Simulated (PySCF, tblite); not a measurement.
# C5H12B2O2: geometry, infrared bands and NMR shifts

Wanted: the infrared bands and NMR shifts of C5H12B2O2 (`CB1CBOCCCO1`), by calculation.

The runs use tblite 0.8.0 and PySCF 2.14.0, with density-fitted response routines of our own; the level of theory stands in each step. All values are computed, except where a source is named. Atoms are numbered from 0 throughout.

### 1 The molecule as given

21 atoms, charge 0, multiplicity 1; geometry from: force field or distance geometry start.

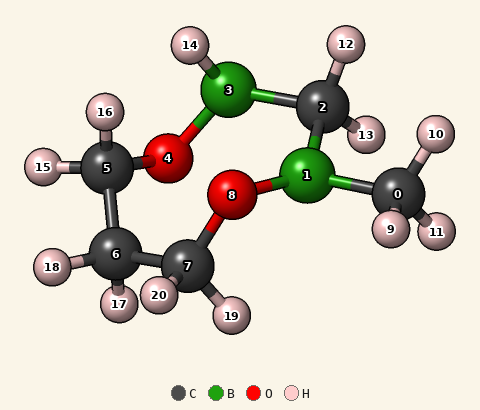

As it starts; carbon dark grey, boron green, oxygen red, hydrogen pink, atoms numbered.

### 2 Optimising the geometry with GFN2-xTB

The job: settings as JSON, then the geometry in Å.

```
{"job": {"kind": "relax", "xc": "GFN2-xTB", "basis": "xTB"}, "charge": 0, "multiplicity": 1}
C      2.572900    -0.995000     0.048900
B      1.169000    -0.226800     0.160700
C      1.451400     1.323400     0.015100
B      0.006100     2.031400     0.163200
O     -1.203300     1.596400    -0.549600
C     -1.976900     0.840900     0.301700
C     -2.053500    -0.560000    -0.181600
C     -0.864200    -1.424200     0.033200
O      0.126700    -0.969300     0.862100
H      2.497300    -2.044400     0.378600
H      3.373800    -0.486500     0.626500
H      2.877800    -0.905100    -1.018400
H      2.085500     1.720300     0.819500
H      1.864100     1.539500    -1.009500
H     -0.270600     1.981800     1.341500
H     -3.009900     1.270700     0.226200
H     -1.690000     0.969900     1.362100
H     -2.314700    -0.548700    -1.268400
H     -2.951600    -1.025500     0.313700
H     -0.462000    -1.693900    -0.968100
H     -1.236900    -2.377900     0.497000
```

The run is started by

```bash
OMP_NUM_THREADS=1 python probes_run.py task.json out
```

This one command runs all jobs of the session in turn.

Log:

```text
step      E/eV     max force
  0    -745.42115    3.514
  1    -746.17564    1.944
  2    -746.49494    1.242
  3    -746.63867    1.024
  4    -746.76144    0.741
  5    -746.82137    0.646
  6    -746.89169    0.810
  7    -746.95411    0.711
  8    -747.02381    0.723
  9    -747.07905    0.496
 10    -747.13648    0.772
 11    -747.18960    0.790
 12    -747.22942    0.482
 13    -747.25446    0.284
 14    -747.26758    0.236
 15    -747.27660    0.290
 16    -747.28612    0.260
 17    -747.29643    0.244
 18    -747.30735    0.304
 19    -747.31700    0.306
 20    -747.32424    0.189
 21    -747.33007    0.181
 22    -747.33616    0.193
 23    -747.34298    0.284
 24    -747.34936    0.238
 25    -747.35399    0.173
 26    -747.35769    0.175
 27    -747.36192    0.198
 28    -747.36701    0.241
 29    -747.37240    0.196
 30    -747.37797    0.174
 31    -747.38408    0.198
 32    -747.39183    0.308
 33    -747.40104    0.322
 34    -747.41116    0.243
 35    -747.41981    0.213
 36    -747.43064    0.297
 37    -747.44258    0.384
 38    -747.45756    0.468
 39    -747.46764    0.326
 40    -747.47712    0.252
 41    -747.48238    0.256
 42    -747.49298    0.213
 43    -747.49655    0.159
 44    -747.50043    0.132
 45    -747.50317    0.129
 46    -747.50591    0.120
 47    -747.50785    0.091
 48    -747.50946    0.097
 49    -747.51097    0.095
 50    -747.51236    0.092
 51    -747.51357    0.085
 52    -747.51461    0.120
 53    -747.51586    0.122
 54    -747.51719    0.129
 55    -747.51867    0.110
 56    -747.51945    0.101
 57    -747.52067    0.092
 58    -747.52192    0.085
 59    -747.52371    0.099
 60    -747.52598    0.129
 61    -747.52868    0.143
 62    -747.53129    0.120
 63    -747.53382    0.124
 64    -747.53671    0.124
 65    -747.54087    0.218
 66    -747.54772    0.415
 67    -747.55744    0.482
 68    -747.56941    0.809
 69    -747.61193    0.733
 70    -747.63534    0.677
 71    -747.66238    0.630
 72    -747.70703    0.479
 73    -747.73520    0.431
 74    -747.74998    0.984
 75    -747.79368    0.541
 76    -747.81157    0.286
 77    -747.82947    0.282
 78    -747.85972    0.262
 79    -747.87151    0.236
 80    -747.89173    0.211
 81    -747.90382    0.182
 82    -747.91081    0.206
 83    -747.91879    0.232
 84    -747.92674    0.228
 85    -747.93450    0.146
 86    -747.94013    0.165
 87    -747.94624    0.173
 88    -747.95131    0.152
 89    -747.95475    0.113
 90    -747.95716    0.078
 91    -747.95946    0.101
 92    -747.96174    0.099
 93    -747.96379    0.111
 94    -747.96569    0.124
 95    -747.96809    0.125
 96    -747.97193    0.161
 97    -747.97726    0.179
 98    -747.98242    0.143
 99    -747.98639    0.162
100    -747.98996    0.166
101    -747.99422    0.154
102    -747.99956    0.161
103    -748.00494    0.148
104    -748.00958    0.141
105    -748.01410    0.167
106    -748.01989    0.161
107    -748.02644    0.198
108    -748.03103    0.150
109    -748.03554    0.126
110    -748.03821    0.146
111    -748.04170    0.121
112    -748.04853    0.156
113    -748.05479    0.154
114    -748.06016    0.189
115    -748.06563    0.161
116    -748.07165    0.169
117    -748.07775    0.146
118    -748.08161    0.187
119    -748.08359    0.171
120    -748.08745    0.144
121    -748.09078    0.117
122    -748.09387    0.133
123    -748.09670    0.107
124    -748.09855    0.109
125    -748.10136    0.095
126    -748.10450    0.121
127    -748.10791    0.147
128    -748.11000    0.125
129    -748.11236    0.086
130    -748.11406    0.105
131    -748.11587    0.099
132    -748.11697    0.075
133    -748.11790    0.062
134    -748.11844    0.051
135    -748.11881    0.032
136    -748.11910    0.037
137    -748.11932    0.028
138    -748.11945    0.030
139    -748.11954    0.025
140    -748.11962    0.023
141    -748.11971    0.018
142    -748.11979    0.023
143    -748.11987    0.022
144    -748.11994    0.018
145    -748.11999    0.015
146    -748.12004    0.016
147    -748.12008    0.013
148    -748.12012    0.012
149    -748.12014    0.010
150    -748.12017    0.009
```

Run time: 0.99 s. Hardware: 1 thread of Arm Neoverse V2, shared host; peak memory 0.18 GiB.

The steps of the relaxation: (not every step is listed)

| step | energy from step 0 (eV) | largest force (eV/Å) |
| --- | --- | --- |
| 0 | 0.0000 | 3.5136 |
| 1 | -0.7545 | 1.9439 |
| 2 | -1.0738 | 1.2422 |
| 3 | -1.2175 | 1.0244 |
| 4 | -1.3403 | 0.7414 |
| 5 | -1.4002 | 0.6464 |
| 6 | -1.4705 | 0.8103 |
| 7 | -1.5330 | 0.7109 |
| 8 | -1.6027 | 0.7227 |
| 21 | -1.9089 | 0.1811 |
| 34 | -1.9900 | 0.2426 |
| 47 | -2.0867 | 0.0913 |
| 60 | -2.1048 | 0.1293 |
| 73 | -2.3140 | 0.4309 |
| 86 | -2.5190 | 0.1651 |
| 99 | -2.5652 | 0.1619 |
| 112 | -2.6274 | 0.1563 |
| 125 | -2.6802 | 0.0953 |
| 138 | -2.6983 | 0.0303 |
| 145 | -2.6988 | 0.0148 |
| 146 | -2.6989 | 0.0157 |
| 147 | -2.6989 | 0.0132 |
| 148 | -2.6990 | 0.0118 |
| 149 | -2.6990 | 0.0100 |
| 150 | -2.6990 | 0.0093 |

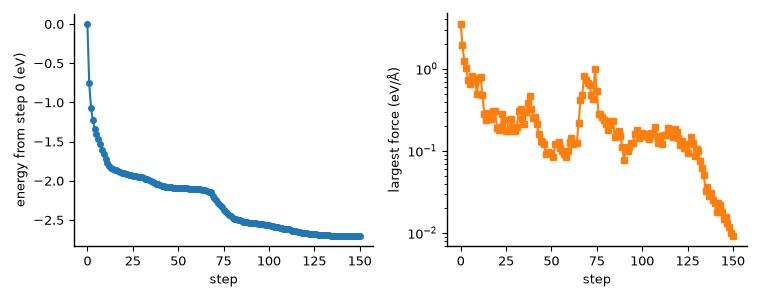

Energy and largest force along the relaxation.

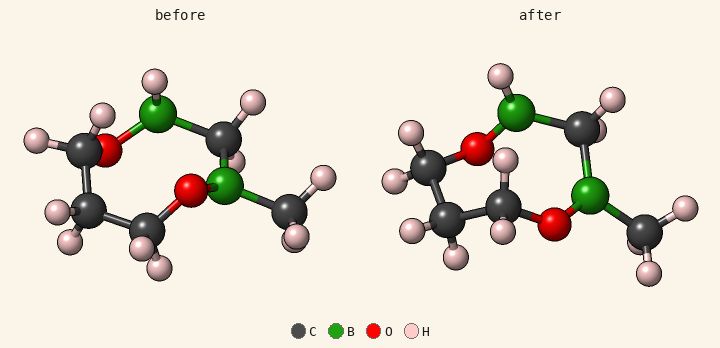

The geometry before (left) and after (right).

Close pairs (by a distance rule), those that changed most:

| bond | before (Å) | after (Å) | change (Å) |
| --- | --- | --- | --- |
| B1–O8 | 1.459 | 1.337 | -0.123 |
| B3–O4 | 1.470 | 1.351 | -0.118 |
| C5–C6 | 1.484 | 1.541 | +0.058 |
| C6–C7 | 1.486 | 1.540 | +0.054 |
| C2–B3 | 1.616 | 1.571 | -0.045 |
| B1–C2 | 1.582 | 1.622 | +0.039 |
| C7–O8 | 1.370 | 1.409 | +0.039 |
| C2–H13 | 1.126 | 1.089 | -0.036 |

The next job starts from the end point, and lists it.

### 3 Harmonic vibrations with GFN2-xTB

The job: settings as JSON, then the geometry in Å.

```
{"job": {"kind": "ir", "xc": "GFN2-xTB", "basis": "xTB"}, "charge": 0, "multiplicity": 1}
C      2.698883    -0.881155    -0.695269
B      1.387585    -0.364572     0.051323
C      1.374515     1.142906     0.649604
B     -0.133691     1.541397     0.838797
O     -0.892127     1.454039    -0.276293
C     -2.161954     0.877275    -0.225621
C     -1.978294    -0.650046    -0.323124
C     -0.904923    -1.167494     0.651833
O      0.379129    -1.241465     0.077249
H      2.645278    -1.939980    -0.931132
H      3.593094    -0.712200    -0.100337
H      2.841124    -0.343364    -1.630232
H      1.962014     1.208726     1.564898
H      1.886730     1.761536    -0.086074
H     -0.642127     1.737114     1.896534
H     -2.754937     1.244517    -1.069806
H     -2.674753     1.128401     0.714581
H     -1.662782    -0.906433    -1.335158
H     -2.930755    -1.139825    -0.117825
H     -1.155379    -2.193034     0.949359
H     -0.885551    -0.539402     1.550926
```

Log:

```text
mode    cm-1     km/mol
  1      66.2      0.33
  2      80.0      1.20
  3     142.8      0.97
  4     199.2      4.19
  5     231.5      0.80
  6     249.0      0.22
  7     289.1      3.63
  8     329.5      0.51
  9     375.8      0.67
 10     399.7     10.74
 11     417.5      9.49
 12     504.8      0.95
 13     520.0      6.63
 14     657.6      3.64
 15     707.2      9.90
 16     802.1     25.73
 17     821.6     22.69
 18     844.9     34.55
 19     871.5     17.09
 20     904.8     15.14
 21     926.6     76.71
 22     956.6     12.97
 23     980.8     37.72
 24    1029.2     12.91
 25    1035.5     48.94
 26    1068.0     36.43
 27    1076.0     71.44
 28    1104.1     41.21
 29    1126.2      4.02
 30    1152.2    224.95
 31    1195.3      8.49
 32    1213.6      2.00
 33    1242.9     41.66
 34    1259.4    132.97
 35    1302.6    424.26
 36    1320.5     63.98
 37    1321.6     55.58
 38    1354.5     95.39
 39    1382.8     14.03
 40    1452.0      0.56
 41    1458.5      4.58
 42    1461.6      3.82
 43    1472.7      0.07
 44    1495.5      0.20
 45    1496.5      1.44
 46    2440.3    232.68
 47    2864.6     62.04
 48    2903.9     36.22
 49    2923.3     32.20
 50    2933.0     48.49
 51    2990.7     42.45
 52    2991.9     46.09
 53    3005.0     18.45
 54    3005.2     27.32
 55    3024.5     37.62
 56    3037.9     32.75
 57    3051.7     34.44
```

Run time: 0.67 s. Hardware: 1 thread of Arm Neoverse V2, shared host; peak memory 0.18 GiB.

The strongest bands and the atoms that carry them (share of the mass-weighted mode):

| cm⁻¹ | km/mol | atoms |
| --- | --- | --- |
| 927 | 76.7 | B3 14 %, C2 13 %, H12 11 % |
| 1076 | 71.4 | C7 31 %, C6 22 % |
| 1152 | 224.9 | C2 26 %, H13 16 %, H12 14 %, B3 11 % |
| 1259 | 133.0 | B3 32 %, O4 24 % |
| 1303 | 424.3 | B1 22 %, O8 12 %, H20 11 %, H19 11 % |
| 1320 | 64.0 | H17 34 %, C6 18 %, H16 17 % |
| 1354 | 95.4 | H19 38 %, H20 19 %, O8 13 %, B1 12 % |
| 2440 | 232.7 | H14 93 % |

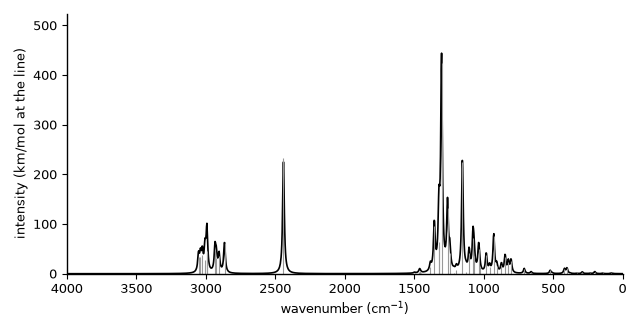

The infrared spectrum from these modes, unscaled. Lines are broadened to a width of 14 cm⁻¹ (Lorentzian).

### 4 Nuclear shieldings: PBE0/pcSseg-1

The job, as its differences from that of step 3:

```diff
@@ -1,2 +1,2 @@
-{"job": {"kind": "ir", "xc": "GFN2-xTB", "basis": "xTB"}, "charge": 0, "multiplicity": 1}
+{"job": {"kind": "nmr", "xc": "PBE0", "basis": "pcSseg-1"}, "charge": 0, "multiplicity": 1}
 C      2.698883    -0.881155    -0.695269
```

With the program's defaults for keys left out, this is: GIAO PBE0/pcSseg-1 NMR shielding, non-relativistic, gas phase.

Log:

```text
coarse grid: 17216 points
cycle   1  E = -397.2594439213  dE =  1.175e+00  |g| = 8.605e-01  |ddm| = 3.914e+00
cycle   2  E = -397.0973522065  dE =  1.621e-01  |g| = 1.277e+00  |ddm| = 1.854e+00
cycle   3  E = -397.4029472372  dE = -3.056e-01  |g| = 1.570e-01  |ddm| = 1.272e+00
cycle   4  E = -397.4077065803  dE = -4.759e-03  |g| = 4.346e-02  |ddm| = 1.387e-01
cycle   5  E = -397.4081440277  dE = -4.374e-04  |g| = 7.471e-03  |ddm| = 3.829e-02
cycle   6  E = -397.4081564394  dE = -1.241e-05  |g| = 2.217e-03  |ddm| = 8.927e-03
cycle   7  E = -397.4081575685  dE = -1.129e-06  |g| = 5.157e-04  |ddm| = 2.258e-03
final grid: 165336 points
cycle   8  E = -397.4774002967  dE = -6.796e-05  |g| = 1.369e-02  |ddm| = 4.300e-02
cycle   9  E = -397.4773635692  dE =  3.673e-05  |g| = 1.991e-02  |ddm| = 2.062e-02
cycle  10  E = -397.4774372570  dE = -7.369e-05  |g| = 2.018e-03  |ddm| = 1.294e-02
cycle  11  E = -397.4774381476  dE = -8.906e-07  |g| = 1.788e-04  |ddm| = 2.046e-03
cycle  12  E = -397.4774381538  dE = -6.257e-09  |g| = 6.973e-05  |ddm| = 2.336e-04
cycle  13  E = -397.4774381550  dE = -1.186e-09  |g| = 2.044e-05  |ddm| = 8.570e-05
cycle  14  E = -397.4774381551  dE = -9.504e-11  |g| = 4.053e-06  |ddm| = 1.968e-05
converged SCF energy = -397.4774381551

GIAO shielding tensors (ppm)
atom      isotropic    diamagn.    paramagn.     s11        s22        s33       span
  0 C      175.919     253.715     -77.796    160.993    169.263    197.500     36.507
  1 B       48.420     190.755    -142.335      6.433     50.644     88.182     81.749
  2 C      163.438     260.646     -97.208    142.607    157.864    189.843     47.235
  3 B       48.267     195.535    -147.268     -6.278     55.247     95.833    102.110
  4 O      153.738     403.642    -249.904    -11.072    136.278    336.009    347.081
  5 C      113.706     243.005    -129.299     85.248    100.344    155.525     70.276
  6 C      149.033     249.692    -100.659    138.570    143.951    164.577     26.007
  7 C      114.395     245.814    -131.420     89.962     94.286    158.936     68.973
  8 O      140.947     395.739    -254.791      2.163     96.375    324.304    322.141
  9 H       31.448      31.245       0.203     26.993     29.967     37.385     10.392
 10 H       31.320      29.914       1.406     27.516     30.000     36.446      8.930
 11 H       31.323      31.354      -0.031     28.310     29.380     36.280      7.970
 12 H       30.790      31.949      -1.159     27.296     29.305     35.769      8.473
 13 H       30.654      33.289      -2.635     27.813     29.161     34.989      7.177
 14 H       25.689      31.895      -6.206     22.875     26.029     28.163      5.288
 15 H       27.014      27.970      -0.956     22.979     25.936     32.127      9.148
 16 H       27.653      29.193      -1.540     23.317     27.002     32.640      9.324
 17 H       29.496      31.095      -1.599     26.460     28.246     33.781      7.321
 18 H       30.161      29.512       0.649     25.723     28.161     36.598     10.875
 19 H       26.924      29.364      -2.440     21.888     26.997     31.886      9.999
 20 H       28.396      32.118      -3.722     26.199     27.593     31.396      5.198
```

Wall time 43 s (1 thread of Arm Neoverse V2, shared host); peak memory 0.96 GiB.

Shifts follow as δ = σ(reference) − σ, with reference shieldings (ppm) from runs at the same level and on the same kind of geometry: 1H TMS 31.72, 13C TMS 186.9, 17O H2O 336.1, 11B BF3·OEt2 100.1. The references are single molecules in the gas phase, so shifts against H2O, NH3, PH3, H3PO4 or CFCl3 are not on the usual liquid scales and can be off by tens of ppm. Atoms listed in one row are averaged.

| atoms | environment | σ (ppm) | δ (ppm) | δ scaled to CDCl3 |
| --- | --- | --- | --- | --- |
| C5 | sp3 CH2 bonded to O | 113.7 | 73.2 | 69.5 |
| C7 | sp3 CH2 bonded to O | 114.4 | 72.5 | 68.9 |
| C6 | sp3 CH2 in a ring | 149.0 | 37.9 | 35.1 |
| C2 | sp3 CH2 bonded to 2 B | 163.4 | 23.5 | 21.0 |
| C0 | methyl carbon bonded to B | 175.9 | 11.0 | 8.8 |
| H14 | hydrogen on a boron bonded to C, O, in a 8-membered ring | 25.69 | 6.03 | – |
| H15, H16 | hydrogen on an sp3 CH2 bonded to O | 27.33 | 4.38 | 4.24 |
| H19, H20 | hydrogen on an sp3 CH2 bonded to O | 27.66 | 4.06 | 3.93 |
| H17, H18 | hydrogen on an sp3 CH2 in a ring | 29.83 | 1.89 | 1.89 |
| H12, H13 | hydrogen on an sp3 CH2 bonded to 2 B | 30.72 | 1.00 | 1.04 |
| H9, H10, H11 | hydrogen on a methyl carbon bonded to B | 31.36 | 0.35 | 0.44 |
| B3 | boron bonded to C, O, H, in a 8-membered ring | 48.3 | 51.8 | – |
| B1 | boron bonded to 2 C, O, in a 8-membered ring | 48.4 | 51.6 | – |
| O8 | oxygen bonded to C, B, in a 8-membered ring | 140.9 | 195.1 | – |
| O4 | oxygen bonded to C, B, in a 8-membered ring | 153.7 | 182.3 | – |

The scaled column applies a straight-line fit of computed shieldings to shifts measured in CDCl3 (root-mean-square error 0.16 ppm for H, 1.9 ppm for C).

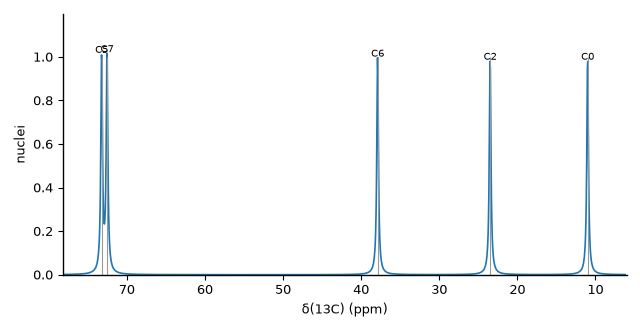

13C lines at the computed shifts, without couplings. Lines are broadened to a width of 0.25 ppm (Lorentzian).

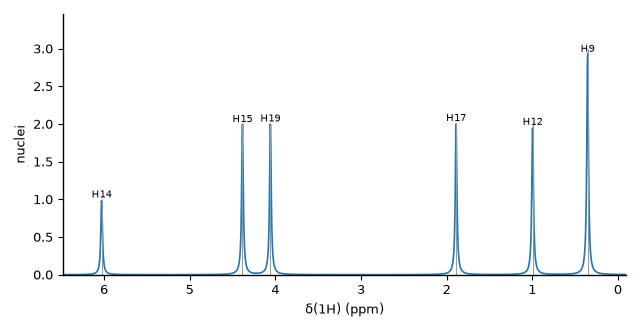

1H lines at the computed shifts, without couplings. Lines are broadened to a width of 0.02 ppm (Lorentzian).

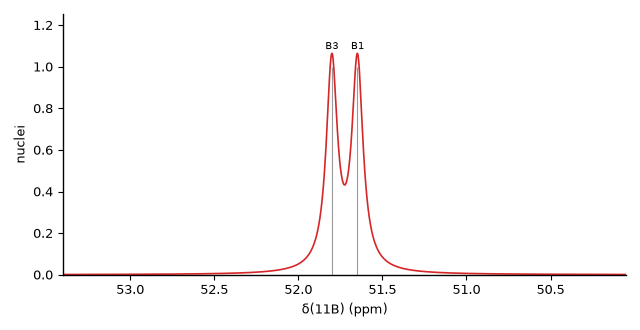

11B lines at the computed shifts, without couplings. Lines are broadened to a width of 0.08 ppm (Lorentzian).

Charges from the same density, by scheme (e):

| atoms | Mulliken | IAO | Hirshfeld | ESP fit |
| --- | --- | --- | --- | --- |
| C0 | -0.51 | -0.59 | -0.21 | -0.77 |
| B1 | 0.56 | 0.42 | 0.23 | 0.84 |
| C2 | -0.65 | -0.59 | -0.23 | -0.76 |
| B3 | 0.38 | 0.26 | 0.17 | 0.52 |
| O4 | -0.49 | -0.39 | -0.16 | -0.40 |
| C5 | 0.07 | -0.04 | 0.02 | 0.09 |
| C6 | -0.25 | -0.28 | -0.08 | -0.16 |
| C7 | 0.03 | -0.05 | 0.02 | 0.20 |
| O8 | -0.48 | -0.36 | -0.15 | -0.53 |

IAO charges:

C0 -0.59; B1 0.42; C2 -0.59; B3 0.26; O4 -0.39; C5 -0.04; C6 -0.28; C7 -0.05; O8 -0.36; H9 0.15; H10 0.15; H11 0.16; H12 0.16; H13 0.17; H14 -0.03; H15 0.15; H16 0.12; H17 0.15; H18 0.14; H19 0.16; H20 0.13

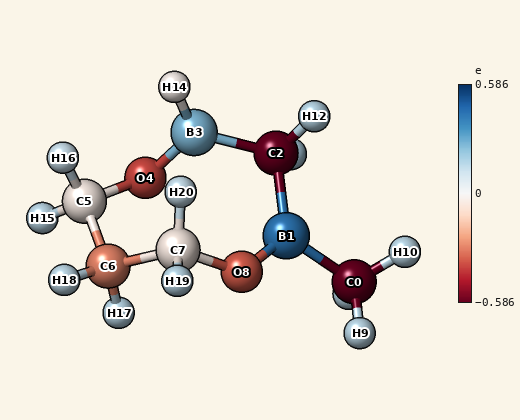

IAO charges, as colours on the atoms.

Mayer bond orders: C0–B1 1.02, B1–C2 0.93, C2–B3 1.02, B3–O4 1.18, O4–C5 0.89, C5–C6 1.03, C6–C7 1.01, C7–O8 0.87, O8–B1 1.24.

Ring of atoms B1, C2, B3, O4, C5, C6, C7, O8: NICS(0) -3.3, NICS(1) -3.9, NICS(1)zz 0.5 ppm (means of both faces; NICS(1) differs between them: -5.7 and -2.1).

The two faces differ (NICS(1)zz 3.1 and -2.1 ppm).

The fields below are evaluated on a grid from the run's orbitals.

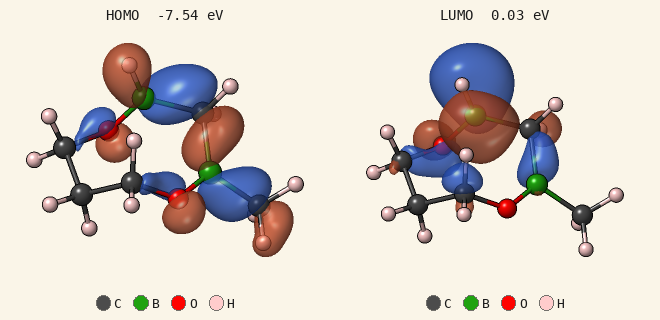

Frontier orbitals at PBE0/pcSseg-1; each surface holds 70 % of the orbital's density, blue and red mark the sign.

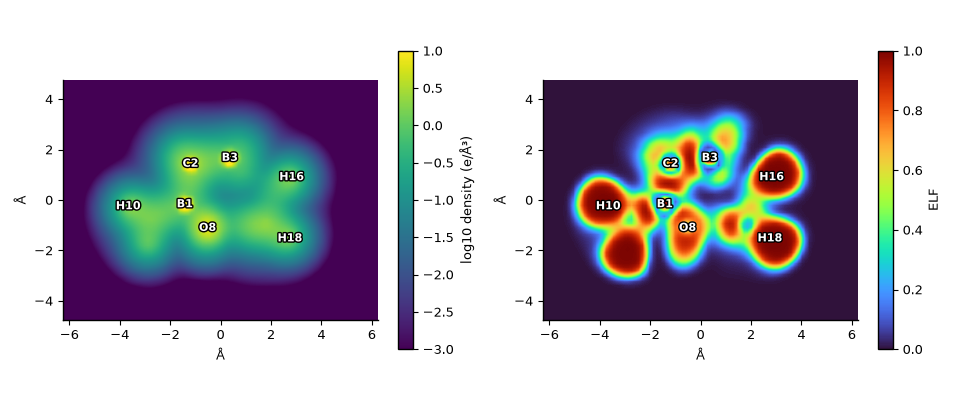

Density (left) and ELF (right) in a plane through or near 7 of the atoms.

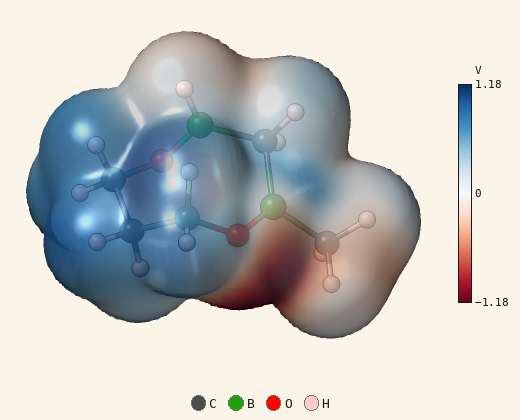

The potential that a unit positive charge feels on the 0.002 e/bohr³ surface, from -1.18 V near O8 to 0.94 V near H18.

### 5 Outcome

| quantity | value |
| --- | --- |
| strongest single infrared mode (GFN2-xTB) | 1303 cm⁻¹, 424 km/mol |
| zero-point energy (GFN2-xTB) | 107.9 kcal/mol |
| 13C shifts against TMS (PBE0/pcSseg-1) | 73.2, 72.5, 37.9, 23.5, 11.0 ppm |
| 1H shifts against TMS (PBE0/pcSseg-1, means over atoms taken as alike) | 6.03, 4.38, 4.06, 1.89, 1.00, 0.35 ppm |
| 11B shifts against BF3·OEt2 (PBE0/pcSseg-1) | 51.8, 51.6 ppm |
| 17O shifts against H2O (PBE0/pcSseg-1) | 195.1, 182.3 ppm |
| surface potential, least and greatest | -1.18 V and 0.94 V |

In words: Relaxing lowered the energy by 2.699 eV in 150 steps; the close pair that moved most is B1–O8, from 1.459 to 1.337 Å. No mode is imaginary among the 57: a minimum at this level. The strongest single mode, at 1303 cm⁻¹, has its largest shares on B1, O8, H20 and H19 (the list is cut at 4 atoms). GFN2-xTB is a fitted tight-binding method: band positions and strengths are rough. Its intensities can rank the bands wrongly. At PBE0/pcSseg-1: The largest span, 347 ppm, is at O4, where the paramagnetic term is -250 ppm.
